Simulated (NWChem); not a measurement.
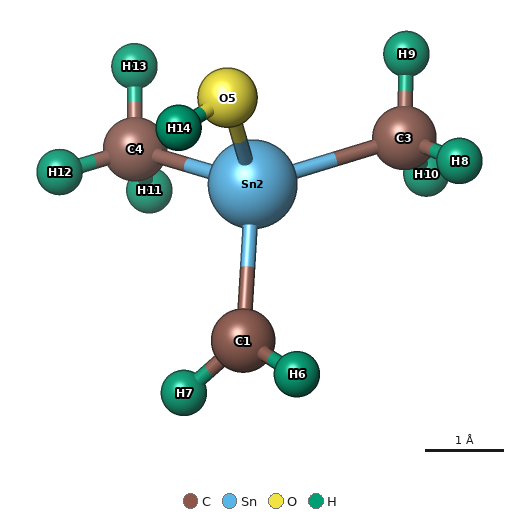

**Figure 1.** The structure (ball-and-stick view, seen at a tilt; atoms are numbered from 1 in the order of the input). Sticks mark near contacts. Bond lengths as drawn: C–H 1.09 Å, C–Sn 2.11 to 2.14 Å, H–O 0.96 Å and O–Sn 1.98 Å.

# Run report: C3H9OSn, energy and gradient calculation

C3H9OSn, multiplicity 2, computed with HF/STO-3G, UHF (NWChem 7.3.0).

The geometry comes from this level: PBE0-D4/def2-TZVP.

### Input
```
start c3h9osn
title "C3H9OSn"
memory total 2200 mb

geometry noautosym nocenter noautoz
 C     -1.174900     1.789800    -0.193700
 Sn     0.057400     0.074000    -0.199300
 C      1.767600     0.249800     1.056500
 C     -1.100600    -1.691300     0.125000
 O      0.874000    -0.059200    -2.001400
 H     -0.777700     2.791900    -0.327100
 H     -2.252800     1.737500    -0.071600
 H      2.278400     1.189300     0.845200
 H      2.448800    -0.576700     0.852000
 H      1.480600     0.226500     2.108200
 H     -1.504300    -1.704200     1.138600
 H     -1.927500    -1.729000    -0.584900
 H     -0.472800    -2.571100    -0.018400
 H      0.290800     0.243400    -2.700200
end

basis spherical bse
 * library STO-3G
end

scf
 doublet
 uhf
 thresh 1e-08
 maxiter 80
 print low
end

task scf gradient
```

Run on 1 thread of Intel Xeon @ 2.90GHz (Ice Lake), 16 GiB of memory available, shared host.

Run as:
```bash
nwchem c3h9osn.nw > c3h9osn.out
```

### Log
```
Northwest Computational Chemistry Package (NWChem) 7.3.0
             --------------------------------------------------------

           Job information
           ---------------

    nwchem branch   = 7.3.0
    use scalapack   = T
    input           = c3h9osn.nw
    prefix          = c3h9osn.
    data base       = ./c3h9osn.db
    status          = startup
    nproc           =        1

           Memory information
           ------------------

    heap     =     72089598 doubles =      550.0 Mbytes
    stack    =     72089595 doubles =      550.0 Mbytes
    global   =    144179200 doubles =     1100.0 Mbytes (distinct from heap & stack)
    total    =    288358393 doubles =     2200.0 Mbytes
    verify   = yes
    hardfail = no

           Directory information
           ---------------------

  0 permanent = .
  0 scratch   = .

                                NWChem Input Module
                                -------------------

                                      C3H9OSn
                                      -------

 Scaling coordinates for geometry "geometry" by  1.889725989
 (inverse scale =  0.529177249)

                             Geometry "geometry" -> ""
                             -------------------------

 Output coordinates in angstroms (scale by  1.889725989 to convert to a.u.)

  No.       Tag          Charge          X              Y              Z
 ---- ---------------- ---------- -------------- -------------- --------------
    1 C                    6.0000    -1.17490000     1.78980000    -0.19370000
    2 Sn                  50.0000     0.05740000     0.07400000    -0.19930000
    3 C                    6.0000     1.76760000     0.24980000     1.05650000
    4 C                    6.0000    -1.10060000    -1.69130000     0.12500000
    5 O                    8.0000     0.87400000    -0.05920000    -2.00140000
    6 H                    1.0000    -0.77770000     2.79190000    -0.32710000
    7 H                    1.0000    -2.25280000     1.73750000    -0.07160000
    8 H                    1.0000     2.27840000     1.18930000     0.84520000
    9 H                    1.0000     2.44880000    -0.57670000     0.85200000
   10 H                    1.0000     1.48060000     0.22650000     2.10820000
   11 H                    1.0000    -1.50430000    -1.70420000     1.13860000
   12 H                    1.0000    -1.92750000    -1.72900000    -0.58490000
   13 H                    1.0000    -0.47280000    -2.57110000    -0.01840000
   14 H                    1.0000     0.29080000     0.24340000    -2.70020000

      Atomic Mass
      -----------

      C                 12.000000
      Sn               117.901800
      O                 15.994910
      H                  1.007825

 Effective nuclear repulsion energy (a.u.)     515.7777516475

            Nuclear Dipole moment (a.u.)
            ----------------------------
        X                 Y               Z
 ---------------- ---------------- ----------------
    12.0528613278     9.3046328226   -35.5412105028

            XYZ format geometry
            -------------------
    14
 geometry
 C                    -1.17490000     1.78980000    -0.19370000
 Sn                    0.05740000     0.07400000    -0.19930000
 C                     1.76760000     0.24980000     1.05650000
 C                    -1.10060000    -1.69130000     0.12500000
 O                     0.87400000    -0.05920000    -2.00140000
 H                    -0.77770000     2.79190000    -0.32710000
 H                    -2.25280000     1.73750000    -0.07160000
 H                     2.27840000     1.18930000     0.84520000
 H                     2.44880000    -0.57670000     0.85200000
 H                     1.48060000     0.22650000     2.10820000
 H                    -1.50430000    -1.70420000     1.13860000
 H                    -1.92750000    -1.72900000    -0.58490000
 H                    -0.47280000    -2.57110000    -0.01840000
 H                     0.29080000     0.24340000    -2.70020000

 ==============================================================================
                                internuclear distances
 ------------------------------------------------------------------------------
       center one      |      center two      | atomic units |  angstroms
 ------------------------------------------------------------------------------
    2 Sn               |   1 C                |     3.99201  |     2.11248
    3 C                |   2 Sn               |     4.02326  |     2.12902
    4 C                |   2 Sn               |     4.03642  |     2.13598
    5 O                |   2 Sn               |     3.74726  |     1.98296
    6 H                |   1 C                |     2.05257  |     1.08617
    7 H                |   1 C                |     2.05234  |     1.08605
    8 H                |   3 C                |     2.05991  |     1.09006
    9 H                |   3 C                |     2.06054  |     1.09039
   10 H                |   3 C                |     2.06057  |     1.09041
   11 H                |   4 C                |     2.06190  |     1.09111
   12 H                |   4 C                |     2.06071  |     1.09048
   13 H                |   4 C                |     2.06036  |     1.09030
   14 H                |   5 O                |     1.81257  |     0.95917
 ------------------------------------------------------------------------------
                         number of included internuclear distances:         13
 ==============================================================================

 ==============================================================================
                                 internuclear angles
 ------------------------------------------------------------------------------
        center 1       |       center 2       |       center 3       |  degrees
 ------------------------------------------------------------------------------
    2 Sn               |   1 C                |   6 H                |   122.39
    2 Sn               |   1 C                |   7 H                |   122.69
    6 H                |   1 C                |   7 H                |   114.91
    1 C                |   2 Sn               |   3 C                |   113.58
    1 C                |   2 Sn               |   4 C                |   110.77
    1 C                |   2 Sn               |   5 O                |   107.29
    3 C                |   2 Sn               |   4 C                |   114.47
    3 C                |   2 Sn               |   5 O                |   102.17
    4 C                |   2 Sn               |   5 O                |   107.80
    2 Sn               |   3 C                |   8 H                |   109.47
    2 Sn               |   3 C                |   9 H                |   109.18
    2 Sn               |   3 C                |  10 H                |   110.84
    8 H                |   3 C                |   9 H                |   108.92
    8 H                |   3 C                |  10 H                |   109.19
    9 H                |   3 C                |  10 H                |   109.22
    2 Sn               |   4 C                |  11 H                |   110.57
    2 Sn               |   4 C                |  12 H                |   109.93
    2 Sn               |   4 C                |  13 H                |   109.56
   11 H                |   4 C                |  12 H                |   108.89
   11 H                |   4 C                |  13 H                |   109.01
   12 H                |   4 C                |  13 H                |   108.85
    2 Sn               |   5 O                |  14 H                |   112.99
 ------------------------------------------------------------------------------
                            number of included internuclear angles:         22
 ==============================================================================

 Summary of "ao basis" -> "" (spherical)
 ------------------------------------------------------------------------------
       Tag                 Description            Shells   Functions and Types
 ---------------- ------------------------------  ------  ---------------------
 *                           STO-3G                   on all atoms

                      Basis "ao basis" -> "ao basis" (spherical)
                      -----
  [basis functions not shown]

 Summary of "ao basis" -> "ao basis" (spherical)
 ------------------------------------------------------------------------------
       Tag                 Description            Shells   Functions and Types
 ---------------- ------------------------------  ------  ---------------------
 C                           STO-3G                  3        5   2s1p
 Sn                          STO-3G                 11       27   5s4p2d
 O                           STO-3G                  3        5   2s1p
 H                           STO-3G                  1        1   1s

                                 NWChem SCF Module
                                 -----------------

                                      C3H9OSn

  ao basis        = "ao basis"
  functions       =    56
  atoms           =    14
  alpha electrons =    43
  beta  electrons =    42
  charge          =   0.00
  wavefunction    = UHF
  input vectors   = atomic
  output vectors  = ./c3h9osn.movecs
  use symmetry    = F
  symmetry adapt  = F

 Forming initial guess at       0.1s

 Starting SCF solution at       0.8s

       Final UHF  results
       ------------------

         Total SCF energy =  -6154.598397004808
      One electron energy =  -9537.219326466089
      Two electron energy =   2866.843177813831
 Nuclear repulsion energy =    515.777751647450

                       Sz =      0.5000
                 Sz(Sz+1) =      0.7500
                      S^2 =      0.7697

        Time for solution =     24.7s

                              NWChem Gradients Module
                              -----------------------

                         UHF ENERGY GRADIENTS

    atom               coordinates                        gradient
                 x          y          z           x          y          z
   1 C      -2.220239   3.382232  -0.366040   -0.008867   0.013195  -0.002444
   2 Sn      0.108470   0.139840  -0.376622   -0.001766  -0.005158   0.024723
   3 C       3.340280   0.472054   1.996496    0.013500   0.002107   0.005614
   4 C      -2.079832  -3.196094   0.236216   -0.008468  -0.012691  -0.000458
   5 O       1.651621  -0.111872  -3.782098   -0.021269   0.013157  -0.042876
   6 H      -1.469640   5.275926  -0.618129    0.005214   0.002251  -0.000831
   7 H      -4.257175   3.283399  -0.135304   -0.003657  -0.004462   0.000841
   8 H       4.305552   2.247451   1.597196    0.000436   0.008122  -0.005203
   9 H       4.627561  -1.089805   1.610047    0.001897  -0.008176  -0.005415
  10 H       2.797928   0.428023   3.983920   -0.007956  -0.000720   0.006371
  11 H      -2.842715  -3.220471   2.151642   -0.000975   0.004613   0.009117
  12 H      -3.642447  -3.267336  -1.105301   -0.004883   0.003722  -0.007320
  13 H      -0.893462  -4.858674  -0.034771    0.008830  -0.003441  -0.002320
  14 H       0.549532   0.459959  -5.102638    0.027965  -0.012520   0.020199

 Task  times  cpu:       28.9s     wall:       28.9s
 Total times  cpu:       28.9s     wall:       28.9s
```

### Summary

```csv
quantity,value
outcome,converged
total energy,−6154.598397 hartree
basis functions,56
largest force,2.552 eV/Å
⟨S²⟩,0.770
wall time,30 s
peak memory,0.1 GiB
```
